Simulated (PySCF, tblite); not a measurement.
**C₄H₇NSSi: geometry, infrared bands and NMR shifts**

Wanted: the infrared bands and NMR shifts of C₄H₇NSSi (`C/N=C\C1=C[SiH2]S1`), by calculation.

The runs use tblite 0.8.0 and PySCF 2.14.0, with density-fitted response routines of our own; the level of theory stands in each step. All values are computed, except where a source is named. Atoms count from 0, in the outputs and in this text.

## Step 1: Starting geometry

14 atoms, charge 0, multiplicity 1; geometry from: force field or distance geometry start.

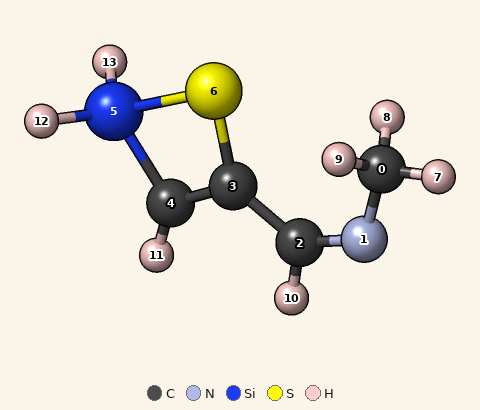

As it starts; carbon dark grey, nitrogen light blue, silicon blue, sulfur yellow, hydrogen pink, atoms numbered.

## Step 2: Geometry optimisation with GFN2-xTB

Job settings and geometry (Å):

```
{"job": {"kind": "relax", "xc": "GFN2-xTB", "basis": "xTB"}, "charge": 0, "multiplicity": 1}
C     -2.483300     0.177700     0.584400
N     -2.025500    -1.025900    -0.069900
C     -0.764600    -1.149900    -0.362000
C      0.395800    -0.216300    -0.192300
C      1.645600    -0.573900    -0.587800
Si     2.555700     0.961700    -0.086400
S      0.590700     1.392500     0.505800
H     -3.562500     0.092600     0.765600
H     -2.019000     0.324500     1.564400
H     -2.355100     1.059100    -0.045500
H     -0.505600    -2.101200    -0.854800
H      2.013800    -1.475300    -1.077400
H      3.021000     1.785600    -1.216700
H      3.492400     0.748300     1.050500
```

Run with:

```sh
$ OMP_NUM_THREADS=1 python probes_run.py task.json out
```

The driver reads the jobs from task.json and runs them one after another.

The program printed:

```text
step      E/eV     max force
  0    -543.35598    2.439
  1    -543.54175    1.716
  2    -543.59835    0.623
  3    -543.61911    0.535
  4    -543.65094    0.335
  5    -543.65912    0.276
  6    -543.66679    0.232
  7    -543.67317    0.251
  8    -543.68019    0.219
  9    -543.68418    0.217
 10    -543.68682    0.163
 11    -543.68864    0.126
 12    -543.69008    0.104
 13    -543.69104    0.073
 14    -543.69164    0.070
 15    -543.69222    0.072
 16    -543.69288    0.076
 17    -543.69341    0.052
 18    -543.69372    0.041
 19    -543.69392    0.034
 20    -543.69415    0.043
 21    -543.69444    0.045
 22    -543.69475    0.051
 23    -543.69507    0.051
 24    -543.69539    0.053
 25    -543.69571    0.055
 26    -543.69594    0.039
 27    -543.69607    0.030
 28    -543.69614    0.023
 29    -543.69620    0.020
 30    -543.69627    0.021
 31    -543.69632    0.021
 32    -543.69639    0.027
 33    -543.69647    0.025
 34    -543.69655    0.028
 35    -543.69661    0.019
 36    -543.69664    0.012
 37    -543.69665    0.009
```

It took 0.43 s on 1 thread of Arm Neoverse N1, shared host.

The steps of the relaxation: (not every step is listed)

```csv
step,energy from step 0 (eV),largest force (eV/Å)
0,0.0000,2.4388
1,-0.1858,1.7164
2,-0.2424,0.6227
3,-0.2631,0.5348
4,-0.2950,0.3352
5,-0.3031,0.2762
6,-0.3108,0.2324
7,-0.3172,0.2515
8,-0.3242,0.2189
10,-0.3308,0.1632
12,-0.3341,0.1035
14,-0.3357,0.0703
16,-0.3369,0.0762
18,-0.3377,0.0411
20,-0.3382,0.0431
22,-0.3388,0.0506
24,-0.3394,0.0527
26,-0.3400,0.0395
28,-0.3402,0.0228
30,-0.3403,0.0213
32,-0.3404,0.0275
33,-0.3405,0.0252
34,-0.3406,0.0276
35,-0.3406,0.0194
36,-0.3407,0.0116
37,-0.3407,0.0094
```

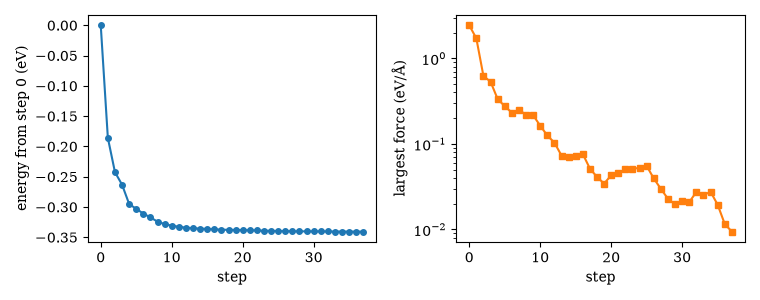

Energy and largest force along the relaxation.

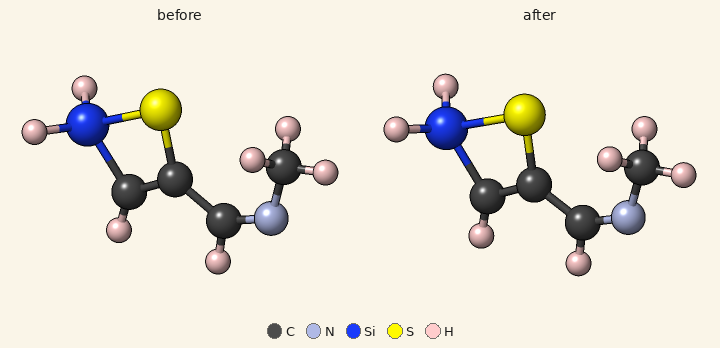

Before and after, at one scale.

Close pairs (by a distance rule), those that changed most:

```csv
bond,before (Å),after (Å),change (Å)
Si5–S6,2.097,2.211,+0.114
C2–C3,1.499,1.451,-0.048
N1–C2,1.300,1.262,-0.038
Si5–H13,1.488,1.453,-0.035
Si5–H12,1.474,1.453,-0.021
C3–S6,1.765,1.780,+0.016
C0–N1,1.444,1.430,-0.014
C4–Si5,1.854,1.868,+0.014
```

The end geometry stands in the next job.

## Step 3: Infrared spectrum with GFN2-xTB

Job settings and geometry (Å):

```
{"job": {"kind": "ir", "xc": "GFN2-xTB", "basis": "xTB"}, "charge": 0, "multiplicity": 1}
C     -2.454146     0.207009     0.591253
N     -1.963354    -0.974573    -0.047924
C     -0.755126    -1.145283    -0.370740
C      0.421875    -0.308430    -0.228019
C      1.677104    -0.632316    -0.628429
Si     2.577438     0.918515    -0.106318
S      0.487539     1.316056     0.497070
H     -3.524221     0.072387     0.749867
H     -1.965117     0.381514     1.552481
H     -2.288516     1.096982    -0.020310
H     -0.536265    -2.099249    -0.850611
H      1.945319    -1.560519    -1.104596
H      2.964261     1.866619    -1.137200
H      3.412530     0.860816     1.081310
```

The program printed:

```text
mode    cm-1     km/mol
  1      19.5      1.58
  2      72.1      4.31
  3     127.7      0.01
  4     159.2      0.61
  5     272.9      2.57
  6     304.2      2.57
  7     401.2      6.93
  8     417.5     29.82
  9     461.1      6.87
 10     492.9     83.72
 11     554.7      0.03
 12     567.2     47.75
 13     642.1     51.36
 14     688.4     42.75
 15     704.6     28.72
 16     729.0    217.02
 17     829.2     72.25
 18     861.4      1.39
 19    1007.2      9.49
 20    1061.3      0.12
 21    1093.9     56.42
 22    1130.1      0.27
 23    1182.1     25.42
 24    1330.5     21.24
 25    1380.8      7.10
 26    1459.3      9.81
 27    1471.4      9.68
 28    1511.9     35.74
 29    1686.1     40.28
 30    2344.8    138.82
 31    2345.6    358.18
 32    2957.0     15.93
 33    2964.1     26.40
 34    2968.8     41.51
 35    3004.4     36.52
 36    3085.8     23.73
```

Wall time 0.82 s (1 thread of Arm Neoverse N1, shared host).

Which atoms move in the most intense modes:

```csv
cm⁻¹,km/mol,atoms
493,83.7,"H13 33 %, H12 33 %, Si5 14 %"
567,47.8,"H13 40 %, H12 40 %"
642,51.4,"S6 35 %, C3 17 %, C4 13 %, C2 12 %"
729,217.0,"H12 44 %, H13 44 %"
829,72.2,"C4 49 %, H11 26 %, Si5 22 %"
1094,56.4,"H11 38 %, C3 14 %, C4 14 %"
2345,138.8,"H12 65 %, H13 33 %"
2346,358.2,"H13 64 %, H12 31 %"
```

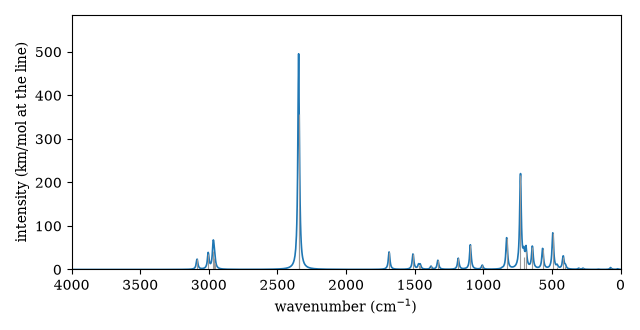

The infrared spectrum from these modes, unscaled. Lines are broadened to a width of 14 cm⁻¹ (Lorentzian).

## Step 4: NMR shieldings: PBE0/pcSseg-1

Settings changed since step 3:

```diff
@@ -1,2 +1,2 @@
-{"job": {"kind": "ir", "xc": "GFN2-xTB", "basis": "xTB"}, "charge": 0, "multiplicity": 1}
+{"job": {"kind": "nmr", "xc": "PBE0", "basis": "pcSseg-1"}, "charge": 0, "multiplicity": 1}
 C     -2.454146     0.207009     0.591253
```

With the program's defaults for keys left out, this is: GIAO PBE0/pcSseg-1 NMR shielding, non-relativistic, gas phase.

The program printed:

```text
coarse grid: 13000 points
cycle   1  E = -898.3721603097  dE =  9.754e-01  |g| = 3.974e-01  |ddm| = 3.652e+00
cycle   2  E = -898.3459224702  dE =  2.624e-02  |g| = 5.374e-01  |ddm| = 1.140e+00
cycle   3  E = -898.4127620689  dE = -6.684e-02  |g| = 1.279e-01  |ddm| = 6.673e-01
cycle   4  E = -898.4159895411  dE = -3.227e-03  |g| = 4.652e-02  |ddm| = 1.504e-01
cycle   5  E = -898.4164758480  dE = -4.863e-04  |g| = 1.293e-02  |ddm| = 6.700e-02
cycle   6  E = -898.4165144006  dE = -3.855e-05  |g| = 6.626e-03  |ddm| = 2.385e-02
cycle   7  E = -898.4165259648  dE = -1.156e-05  |g| = 1.350e-03  |ddm| = 9.048e-03
cycle   8  E = -898.4165264162  dE = -4.514e-07  |g| = 3.663e-04  |ddm| = 1.839e-03
final grid: 117104 points
cycle   9  E = -898.4581344314  dE = -2.494e-05  |g| = 7.577e-03  |ddm| = 3.107e-02
cycle  10  E = -898.4581227265  dE =  1.170e-05  |g| = 9.844e-03  |ddm| = 2.065e-02
cycle  11  E = -898.4581488571  dE = -2.613e-05  |g| = 1.373e-03  |ddm| = 1.379e-02
cycle  12  E = -898.4581493723  dE = -5.152e-07  |g| = 4.335e-04  |ddm| = 2.136e-03
cycle  13  E = -898.4581494169  dE = -4.460e-08  |g| = 1.350e-04  |ddm| = 5.578e-04
cycle  14  E = -898.4581494206  dE = -3.624e-09  |g| = 3.392e-05  |ddm| = 1.200e-04
cycle  15  E = -898.4581494208  dE = -2.208e-10  |g| = 1.915e-05  |ddm| = 6.140e-05
converged SCF energy = -898.4581494208

GIAO shielding tensors (ppm)
atom      isotropic    diamagn.    paramagn.     s11        s22        s33       span
  0 C      146.756     250.348    -103.592    128.406    139.907    171.955     43.549
  1 N     -142.822     326.751    -469.573   -546.482   -155.001    273.016    819.499
  2 C       27.179     247.120    -219.941    -74.045     49.173    106.410    180.455
  3 C       19.312     265.771    -246.460    -92.263     28.954    121.244    213.507
  4 C       58.776     255.753    -196.976    -31.122     63.656    143.795    174.918
  5 Si     380.380     880.639    -500.259    355.646    374.963    410.530     54.884
  6 S      530.590    1059.253    -528.663    317.602    484.808    789.361    471.759
  7 H       27.346      28.454      -1.108     23.893     26.663     31.481      7.587
  8 H       27.496      31.248      -3.752     22.858     29.691     29.937      7.079
  9 H       27.503      31.236      -3.733     22.877     29.678     29.953      7.076
 10 H       23.680      30.234      -6.554     21.439     22.977     26.624      5.185
 11 H       26.323      32.991      -6.668     24.137     25.343     29.490      5.353
 12 H       26.315      28.837      -2.522     23.047     24.643     31.254      8.207
 13 H       26.314      28.837      -2.523     23.044     24.643     31.255      8.211
```

Wall time 46 s (1 thread of Arm Neoverse N1, shared host); peak memory 0.75 GiB.

The references, computed at this level on geometries of the same kind, shield at (ppm): 1H TMS 31.72, 13C TMS 186.9, 29Si TMS 349.2, 15N NH3 267.7, 33S CS2 504. Their shielding less the atom's gives the shift. The references are single molecules in the gas phase, so shifts against H2O, NH3, PH3, H3PO4 or CFCl3 are not on the usual liquid scales and can be off by tens of ppm. Atoms listed in one row are averaged.

```csv
atoms,environment,σ (ppm),δ (ppm),δ scaled to CDCl3
C3,fully substituted alkene carbon,19.3,167.6,157.3
C2,C=N carbon,27.2,159.7,154.0
C4,alkene CH,58.8,128.1,123.2
C0,methyl carbon bonded to N,146.8,40.2,37.3
H10,hydrogen on a C=N carbon,23.68,8.04,7.68
"H12, H13","hydrogen on a silicon bonded to C, S, in a 4-membered ring",26.31,5.40,–
H11,hydrogen on an alkene CH,26.32,5.39,5.19
"H7, H8, H9",hydrogen on a methyl carbon bonded to N,27.45,4.27,4.13
N1,imine nitrogen,-142.8,410.6,–
Si5,"silicon bonded to C, S, 2 H, in a 4-membered ring",380.4,-31.2,–
S6,"sulfur bonded to C, Si, in a 4-membered ring",531,-27,–
```

The scaled column applies a straight-line fit of computed shieldings to shifts measured in CDCl3, with any fitted terms for Cl, Br or S neighbours (root-mean-square error 0.16 ppm for H, 1.9 ppm for C).

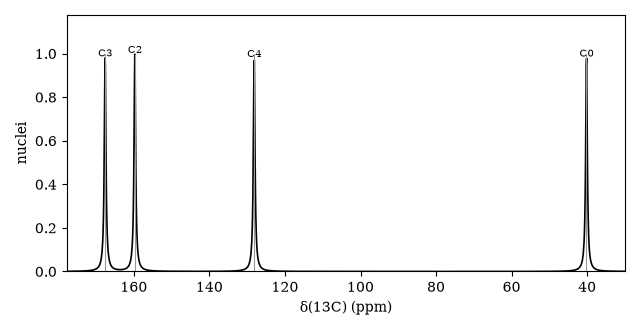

13C lines at the computed shifts, without couplings. Lines are broadened to a width of 0.51 ppm (Lorentzian).

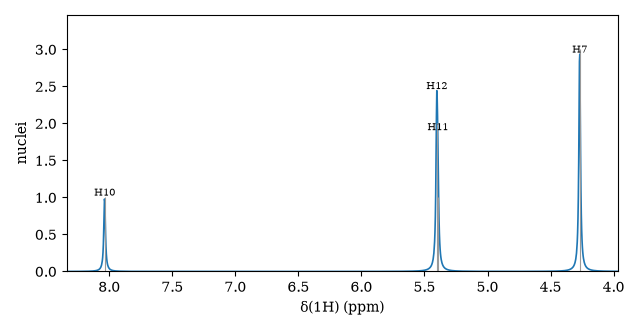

1H lines at the computed shifts, without couplings. Lines are broadened to a width of 0.02 ppm (Lorentzian).

The run also stored atomic charges by several schemes (e):

```csv
atoms,Mulliken,IAO,Hirshfeld,ESP fit
C0,-0.13,-0.32,-0.08,0.36
N1,-0.41,-0.25,-0.14,-0.63
C2,0.21,0.01,0.03,0.44
C3,-0.33,-0.09,0.00,0.06
C4,-0.28,-0.47,-0.17,-0.67
Si5,0.69,0.73,0.35,0.80
S6,-0.21,-0.17,-0.09,-0.33
```

Mulliken charges:

C0 -0.13; N1 -0.41; C2 0.21; C3 -0.33; C4 -0.28; Si5 0.69; S6 -0.21; H7 0.13; H8 0.13; H9 0.13; H10 0.10; H11 0.08; H12 -0.05; H13 -0.05

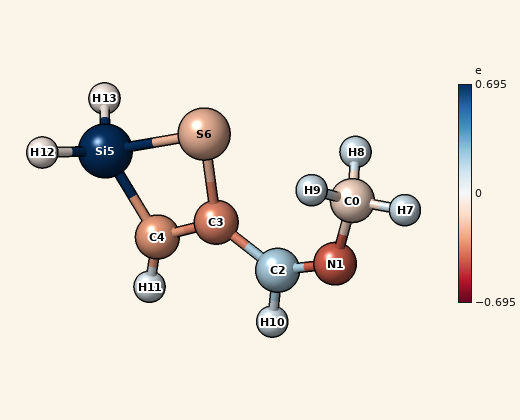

Mulliken charges, as colours on the atoms.

Mayer bond orders: C0–N1 0.97, N1–C2 1.97, C2–C3 1.01, C3–C4 1.65, C4–Si5 0.92, Si5–S6 0.84, S6–C3 1.05.

Ring of atoms C3, C4, Si5, S6: NICS(0) 0.0, NICS(1) -0.2, NICS(1)zz 9.1 ppm (means of both faces).

## Step 5: What came out

| quantity | value |
| --- | --- |
| strongest single infrared mode (GFN2-xTB) | 2346 cm⁻¹, 358 km/mol |
| zero-point energy (GFN2-xTB) | 60.5 kcal/mol |
| 13C shifts against TMS (PBE0/pcSseg-1) | 167.6, 159.7, 128.1, 40.2 ppm |
| 1H shifts against TMS (PBE0/pcSseg-1, means over atoms taken as alike) | 8.04, 5.40, 5.39, 4.27 ppm |
| 15N shifts against NH3 (PBE0/pcSseg-1) | 410.6 ppm |
| 29Si shifts against TMS (PBE0/pcSseg-1) | -31.2 ppm |
| 33S shifts against CS2 (PBE0/pcSseg-1) | -27 ppm |

What this shows: Over 37 steps the energy fell by 0.341 eV; of the close pairs, Si5–S6 changed most, 2.097 to 2.211 Å. No mode is imaginary among the 36: a minimum at this level. Unscaled tight-binding wavenumbers are off by several per cent, some by more. Its intensities can rank the bands wrongly. At PBE0/pcSseg-1: The largest span, 819 ppm, is at N1, where the paramagnetic term is -470 ppm.
